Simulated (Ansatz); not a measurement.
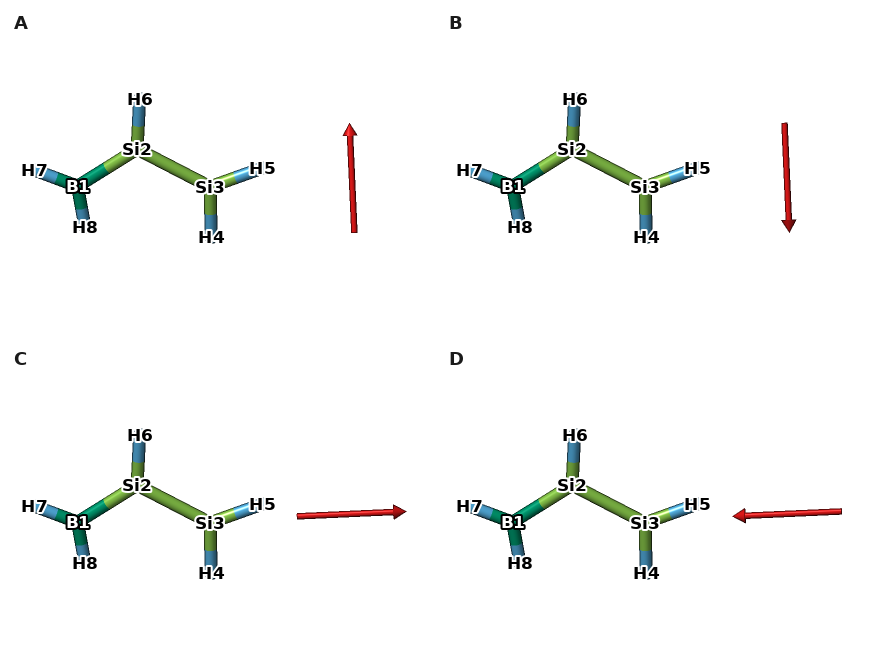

The same molecule four times, each with an arrow. The computed structure is the end point of a PBE-D4/def2-SVP optimisation. No frequency run is at hand to confirm it as a minimum. Properties computed with RKS PBE-D4/def2-SVP (Ansatz 0.2.0).

Question: Which arrow points along the dipole moment, from the negative to the positive end?

Answer: C. The dipole moment is 1.42 D; it points from the side of H7 to the side of H5 (the outermost atoms at the two ends).
